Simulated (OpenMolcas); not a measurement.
# One shape, several levels: SiAsNH6 (SMILES N[AsH][SiH3])

We compute a comparison of 6 runs (HF/3-21G, HF/def2-SVP, B3LYP/6-31G*, PBE0/def2-SVP, SVWN5/def2-SVP, CCSD(T)/def2-SVP) of SiAsNH6. 

Program for the calculation: OpenMolcas 26.06.

1 further run of the same task is left out (set aside as unsound or not needed).

## 1. Starting point

SiAsNH6 has 9 atoms, charge 0, and is taken as a singlet. SMILES: `N[AsH][SiH3]`. The shape is that of a PBE0-D4/def2-TZVP optimisation. This is one conformer, not always the lowest.

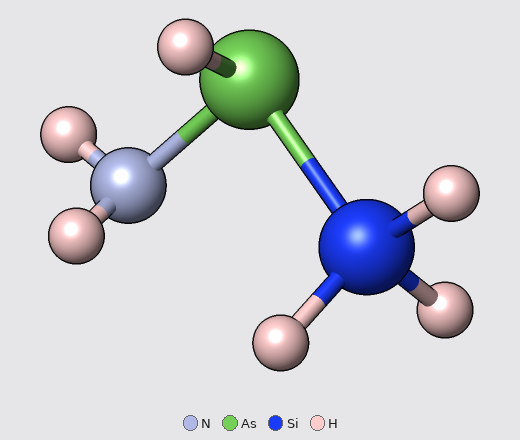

Viewed from a chosen angle; nitrogen light blue, arsenic green, silicon blue, hydrogen pink.

## 2. Energy and gradient at HF/3-21G (run 1)

Contents of calc.inp:

```
* AsH6NSi Hartree-Fock

&GATEWAY
  BasLib=$CurrDir
  Coord
  9
  angstrom
  N       -1.101100       0.719000      -1.145600
  As       0.735100       0.438100      -0.988900
  Si       0.557300      -1.064700       0.828600
  H       -1.303700       1.291400      -1.954300
  H       -1.525300       1.144300      -0.332300
  H        1.144100       1.592600      -0.059800
  H        1.889500      -1.194000       1.477900
  H        0.123900      -2.393300       0.326700
  H       -0.431200      -0.579700       1.830600
  Basis=3-21G
  Group=NoSym

&SEWARD

&SCF
  Thresholds=1e-10 1e-07 1e-07 1e-05
  PrOrbitals=1 2

&ALASKA
```

The basis set 3-21G is read from a file made from the Basis Set Exchange's data (not shown).

On the command line:

```bash
export MOLCAS_MEM=1860
pymolcas calc.inp > calc.log
```

What it wrote:

```text
--- Start Module: gateway ---
[...]
--- Stop Module: gateway /rc=_RC_ALL_IS_WELL_ ---
[...]
      Basis functions           56
[...]
--- Start Module: scf ---
[...]
       Convergence after  12 Iterations
[...]
::    Total SCF energy                              -2568.4260530124
[...]
      Total spin, S                                     0.0000000000
[...]
      Total electronic charge=   60.000000
      Total            charge=   -0.000000
[...]
      Dipole Moment (debye):
      Origin of the operator (angstrom)=    0.4485    0.1054   -0.5340
                   X= -2.6497E-01               Y=  1.5961E+00               Z=  4.4934E-01           Total=  1.6792E+00
      Quadrupole Moment (debye*angstrom):
[...]
--- Stop Module: scf /rc=_RC_ALL_IS_WELL_ ---
--- Start Module: alaska ---
[...]
 *              Molecular gradients               *
 **************************************************
  Irreducible representation: a
 ------------------------------------------------------------------------------------------
                              X                       Y                       Z
 ------------------------------------------------------------------------------------------
  N1               -1.51997574592215E-02   -1.83526544187755E-02   -1.70098497822213E-03
  AS2               4.75324608866856E-03   -7.36925482761386E-03    6.23265518860450E-03
  SI3               1.64602121093249E-03    1.40341316614894E-02   -1.03017986219740E-02
  H4                5.97103890304473E-03    7.53267156542892E-03    3.22000568012903E-04
  H5                3.98578144292605E-03    6.39355544010467E-03    2.07578646435147E-03
  H6               -5.66541375111695E-04   -1.82407007459418E-03    3.60252769162006E-03
  H7               -4.89585395175851E-05    2.02913122530624E-04   -2.50754967725531E-04
  H8               -2.84854070932816E-04    1.02810146961119E-04   -5.11518456601023E-04
[...]
--- Stop Module: alaska /rc=_RC_ALL_IS_WELL_ ---
[...]
```

It took 3 s on 1 thread of Intel Xeon Platinum 8375C at 2.90GHz (Ice Lake), shared host; peak memory 0.39 GiB.

## 3. Energy and gradient at HF/def2-SVP (run 2)

Contents of test.input:

```
&GATEWAY
BasLib
$CurrDir
BasisSet
N.def2-SVP....
N1 -1.101100 0.719000 -1.145600 angstrom
End of Basis
BasisSet
As.def2-SVP....
As2 0.735100 0.438100 -0.988900 angstrom
End of Basis
BasisSet
Si.def2-SVP....
Si3 0.557300 -1.064700 0.828600 angstrom
End of Basis
BasisSet
H.def2-SVP....
H4 -1.303700 1.291400 -1.954300 angstrom
H5 -1.525300 1.144300 -0.332300 angstrom
H6 1.144100 1.592600 -0.059800 angstrom
H7 1.889500 -1.194000 1.477900 angstrom
H8 0.123900 -2.393300 0.326700 angstrom
H9 -0.431200 -0.579700 1.830600 angstrom
End of Basis
&SEWARD
&SCF
Thresholds
1e-10 1e-07 1e-07 1e-05
PrOrbitals
1 2
&ALASKA
```

The basis set def2-SVP is read from a file made from the Basis Set Exchange's data (not shown).

On the command line:

```bash
export MOLCAS_MEM=1860
pymolcas test.input > test.log
```

What it wrote:

```text
--- Start Module: gateway ---
[...]
--- Stop Module: gateway /rc=_RC_ALL_IS_WELL_ ---
[...]
      Basis functions           94
[...]
--- Start Module: scf ---
[...]
       Convergence after  14 Iterations
[...]
::    Total SCF energy                              -2580.6516299134
[...]
      Total spin, S                                     0.0000000000
[...]
      Total electronic charge=   60.000000
      Total            charge=   -0.000000
[...]
      Dipole Moment (debye):
      Origin of the operator (angstrom)=    0.4485    0.1054   -0.5340
                   X= -3.0538E-01               Y=  1.3086E+00               Z=  4.5334E-01           Total=  1.4182E+00
      Quadrupole Moment (debye*angstrom):
[...]
--- Stop Module: scf /rc=_RC_ALL_IS_WELL_ ---
[...]
--- Start Module: alaska ---
[...]
 *              Molecular gradients               *
 **************************************************
  Irreducible representation: a
 ------------------------------------------------------------------------------------------
                              X                       Y                       Z
 ------------------------------------------------------------------------------------------
  N1               -3.59769176726488E-03   -8.02144875738320E-03    7.92808732557049E-04
  AS2               3.35791929226659E-03   -6.14782783120127E-03   -4.69983526830475E-03
  SI3              -3.13165282974648E-04    5.81031923771569E-03   -3.01764395988613E-03
  H4                1.08497675239572E-03    4.11355836297789E-03   -5.43189010193146E-03
  H5               -1.22954270995823E-03    2.67033166409547E-03    5.88538115654291E-03
  H6                1.08026949984286E-03    2.80028533767940E-03    5.29667335404405E-03
  H7                1.56157352984199E-03   -1.24905026809286E-05    5.03710250007838E-04
  H8               -4.96005092013752E-04   -1.30403460281681E-03   -1.00527528111316E-03
[...]
--- Stop Module: alaska /rc=_RC_ALL_IS_WELL_ ---
[...]
```

Run time: 12 s. Hardware: 1 thread of Intel Xeon Platinum 8375C at 2.90GHz (Ice Lake), shared host; peak memory 0.52 GiB.

## 4. Energy and gradient at B3LYP/6-31G(d) (Cartesian functions) (run 3)

Contents of calc.input:

```
* AsH6NSi Kohn-Sham DFT
&GATEWAY
BASLIB = $CurrDir
COORD
9
angstrom
N       -1.101100       0.719000      -1.145600
As       0.735100       0.438100      -0.988900
Si       0.557300      -1.064700       0.828600
H       -1.303700       1.291400      -1.954300
H       -1.525300       1.144300      -0.332300
H        1.144100       1.592600      -0.059800
H        1.889500      -1.194000       1.477900
H        0.123900      -2.393300       0.326700
H       -0.431200      -0.579700       1.830600
BASIS = 6-31Gs
GROUP = NoSym
&SEWARD
GRIDINPUT
Grid=UltraFine
End of Grid
&SCF
KSDFT = B3LYP
THRESHOLDS = 1e-10 1e-07 1e-07 1e-05
PRORBITALS = 1 1
&ALASKA
```

The basis set 6-31G* is read from a file made from the Basis Set Exchange's data (not shown).

On the command line:

```bash
export MOLCAS_MEM=1860
pymolcas calc.input > calc.log
```

What it wrote:

```text
--- Start Module: gateway ---
[...]
--- Stop Module: gateway /rc=_RC_ALL_IS_WELL_ ---
[...]
      Basis functions           81
[...]
--- Start Module: scf ---
[...]
       Convergence after  15 Iterations
[...]
::    Total KS-DFT energy                           -2583.4743256732
[...]
      Total spin, S                                     0.0000000000
[...]
      Total electronic charge=   60.000000
      Total            charge=   -0.000000
[...]
      Dipole Moment (debye):
      Origin of the operator (angstrom)=    0.4485    0.1054   -0.5340
                   X= -4.5429E-01               Y=  1.4075E+00               Z=  3.7573E-01           Total=  1.5260E+00
      Quadrupole Moment (debye*angstrom):
[...]
--- Stop Module: scf /rc=_RC_ALL_IS_WELL_ ---
[...]
--- Start Module: alaska ---
[...]
 *              Molecular gradients               *
 **************************************************
  Irreducible representation: a
 ------------------------------------------------------------------------------------------
                              X                       Y                       Z
 ------------------------------------------------------------------------------------------
  N1                7.72237616278204E-03    4.40187586339469E-03    1.38248625213322E-03
  AS2              -8.73403338333034E-03    7.99610246232874E-04    4.51332593398490E-03
  SI3               4.39275713560228E-04    2.25414683818315E-03   -1.54471746143514E-03
  H4                9.02882111290859E-04   -2.87534907779596E-03    3.42781309237239E-03
  H5                1.99847863806824E-03   -2.49117146483169E-03   -3.35177107539808E-03
  H6               -2.25728376446588E-03   -3.73177326709140E-03   -2.25917644417573E-03
  H7               -4.07141931707322E-04    5.47961874597380E-04   -8.04141476984377E-04
  H8                7.71463651945137E-05    7.72219855822875E-04   -5.49741743631760E-04
[...]
--- Stop Module: alaska /rc=_RC_ALL_IS_WELL_ ---
[...]
```

Run time: 32 s. Hardware: 1 thread of Intel Xeon Platinum 8375C at 2.90GHz (Ice Lake), shared host; peak memory 0.45 GiB.

Runs 4 to 5 aren't shown in full; the table further down has their settings and results.

## 5. The energy at CCSD(T)/def2-SVP (run 6)

Contents of test.inp:

```
&GATEWAY
  BASLIB
  $CurrDir
  COORD
  9
  bohr
  N     -2.08077744     1.35871308    -2.16487025
  As     1.38913767     0.82788902    -1.86875016
  Si     1.05314437    -2.01199140     1.56582707
  H     -2.46363595     2.44039232    -3.69309177
  H     -2.88239926     2.16241360    -0.62795599
  H      2.16203566     3.00957783    -0.11300562
  H      3.57063751    -2.25633299     2.79282624
  H      0.23413707    -4.52268153     0.61737352
  H     -0.81484990    -1.09547423     3.45933264
  BASIS
  def2-SVP
  GROUP
  NoSym

&SEWARD

&SCF
  THRESHOLDS
  1e-10 1e-07 1e-07 1e-05
  PRORBITALS
  1 1

&RASSCF
  FILEORB
  $Project.ScfOrb
  SPIN
  1
  NACTEL
  0 0 0
  INACTIVE
  30
  RAS2
  0
  OUTORBITALS
  Canonical
  ORBLISTING
  NoCore

&MOTRA
  JOBIPH
  FROZEN
  15

&CCSDT
  CCT
  TRIPLES
  2
  ITERATIONS
  80
  ACCURACY
  1e-08
  EXTRAPOLATION
  5 4
```

The basis set def2-SVP is read from a file made from the Basis Set Exchange's data (not shown).

On the command line:

```bash
export MOLCAS_MEM=1860
pymolcas test.inp > test.log
```

What it wrote:

```text
--- Start Module: gateway ---
[...]
--- Stop Module: gateway /rc=_RC_ALL_IS_WELL_ ---
[...]
      Basis functions           94
[...]
       Convergence after  14 Iterations
[...]
::    Total SCF energy                              -2580.6516299134
[...]
      Total spin, S                                     0.0000000000
[...]
      Number of active orbitals                  0
[...]
      Spin quantum number                      0.0
[...]
      Active orbitals                            0
[...]
      Number of CSFs                             1
[...]
      Number of root(s) required                 1
[...]
      Convergence after  4 iterations
[...]
      Natural orbitals and occupation numbers for root  1
      ************************************************************************************************************************
      *                                                    Final results                                                     *
      ************************************************************************************************************************
[...]
::    RASSCF root number  1 Total energy:  -2580.65162991
[...]
      Total electronic charge=   60.000000
      Total            charge=   -0.000000
[...]
      Dipole Moment (debye):
      Origin of the operator (angstrom)=    0.4485    0.1054   -0.5340
                   X= -3.0538E-01               Y=  1.3086E+00               Z=  4.5334E-01           Total=  1.4182E+00
      Quadrupole Moment (debye*angstrom):
[...]
--- Start Module: motra ---
[...]
      *** WARNING: Default frozen orbitals is overwritten by user input.
      *** Default values:  17
[...]
--- Stop Module: motra /rc=_RC_ALL_IS_WELL_ ---
[...]
--- Start Module: ccsdt ---
[...]
      Convergence after                    16  Iterations
      Total energy (diff) :   -2581.20546640       0.00000001
[...]
 METHOD                       : CCSD+T(CCSD)+<T3(1)WT1> = CCSD(T)
[...]
       CCSD     =     -2581.2054663967510
[...]
--- Stop Module: ccsdt /rc=_RC_ALL_IS_WELL_ ---
[...]
```

Wall time 81 s (1 thread of Intel Xeon Platinum 8375C at 2.90GHz (Ice Lake), shared host); peak memory 0.52 GiB.

## 6. All runs side by side

```tsv
run	level	Cartesian functions	integration grid	energy (Eh)	dipole moment (D) of the reference	HOMO energy (eV)	LUMO energy (eV)	wall time
1	HF/3-21G	no	–	-2568.426053	1.68	-9.44	3.34	3 s
2	HF/def2-SVP	no	–	-2580.651630	1.42	-9.54	3.32	12 s
3	B3LYP/6-31G* (Cartesian functions)	yes	UltraFine	-2583.474326	1.53	-6.71	-0.26	32 s
4	PBE0/def2-SVP	no	UltraFine	-2582.845102	1.47	-7.05	0.01	34 s
5	SVWN5/def2-SVP	no	UltraFine	-2578.373043	1.54	-5.77	-1.01	26 s
6	CCSD(T)/def2-SVP	no	–	-2581.220574	1.42	-9.54	3.32	81 s
```

## 7. Results

```
                                           quantity           value
                                run 6: total energy  -2581.22057 Eh
          run 6: dipole moment (mean-field density)          1.42 D
         run 6: HOMO energy (Hartree–Fock orbitals)        -9.54 eV
         run 6: LUMO energy (Hartree–Fock orbitals)         3.32 eV
       run 6: HOMO–LUMO gap (Hartree–Fock orbitals)        12.87 eV
run 6: correlation energy (15 core orbitals frozen)      -568.9 mEh
                              run 6: (T) correction      -15.11 mEh
```

**Reading.** Over runs 1, 2, 3, 4, 5 the dipole moment (its size) runs from 1.42 D (HF/def2-SVP) to 1.68 D (HF/3-21G). Over runs 1, 2, 3, 4, 5 the HOMO–LUMO gap runs from 4.77 eV (SVWN5/def2-SVP) to 12.87 eV (HF/def2-SVP). Exact exchange widens orbital gaps. Totals of different functionals can't be ranked against each other. All runs together took 3.1 min, the longest 81 s.
